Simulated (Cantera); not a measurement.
Feed: 1 mol SiH₂Cl₂, 0.05 mol Cl₂, 18 mol N₂, equilibrated at 1252 °C.

These are equilibrium values from Cantera (NASA tables, ideal gas, pure condensed phases), not measurements of a reactor. Candidate condensed phases: NH₄Cl, Si, Si₃N₄; 28 gas species. The tables' values for SiCl₃, SiCl are old estimates; treat these amounts as uncertain. The numbers say what is thermodynamically allowed, not how fast it happens.

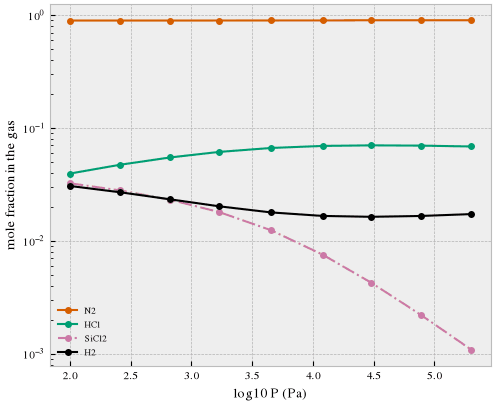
*Equilibrium gas composition (values under 1e-9 drawn at 1e-9)*

From 0.750 Torr to 1500 Torr the condensed part is Si₃N₄(s). The main Si-bearing gas is SiCl₂ at 0.750 Torr and SiCl₄ at 1500 Torr. The share of Si in condensed phases is highest at 1500 Torr (78.7 %) and lowest at 0.750 Torr (34.8 %).
